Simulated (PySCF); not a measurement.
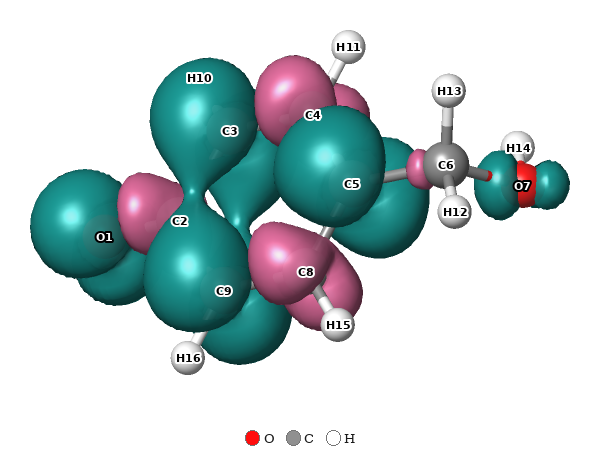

Figure. C7H7O2 (doublet). Isosurfaces of the spin density at +0.015 (teal) and −0.015 e/Å³ (pink), seen at a tilt.

Geometry: GFN2-xTB.

All numbers below come from UKS B3LYP, pcH-1 on C H O, non-relativistic, mean-field spin-orbit, GIAO in PySCF 2.14.0, density-fitted response routines.

```yaml
atoms:
  - { symbol: O, position_ang: [-3.4683, 0.5667, -0.0531] }
  - { symbol: C, position_ang: [-2.2573, 0.3263, -0.0017] }
  - { symbol: C, position_ang: [-1.3103, 1.2525, 0.5948] }
  - { symbol: C, position_ang: [0.0225, 0.9682, 0.6478] }
  - { symbol: C, position_ang: [0.5320, -0.2348, 0.1313] }
  - { symbol: C, position_ang: [2.0146, -0.4897, 0.1516] }
  - { symbol: O, position_ang: [2.6571, 0.1160, -0.9516] }
  - { symbol: C, position_ang: [-0.3478, -1.1524, -0.4617] }
  - { symbol: C, position_ang: [-1.6869, -0.8998, -0.5324] }
  - { symbol: H, position_ang: [-1.7086, 2.1714, 0.9981] }
  - { symbol: H, position_ang: [0.7068, 1.6718, 1.1046] }
  - { symbol: H, position_ang: [2.2265, -1.5570, 0.0580] }
  - { symbol: H, position_ang: [2.4465, -0.1212, 1.0946] }
  - { symbol: H, position_ang: [2.4798, 1.0638, -0.9406] }
  - { symbol: H, position_ang: [0.0556, -2.0699, -0.8663] }
  - { symbol: H, position_ang: [-2.3698, -1.6029, -0.9849] }
```

Q: Where is the unpaired spin?

A: The unpaired spin (1 electron) lies mostly on O1 (about 0.4), C5 (about 0.2), C9 (about 0.2) and C3 (about 0.2), in electrons by Hirshfeld's partition.
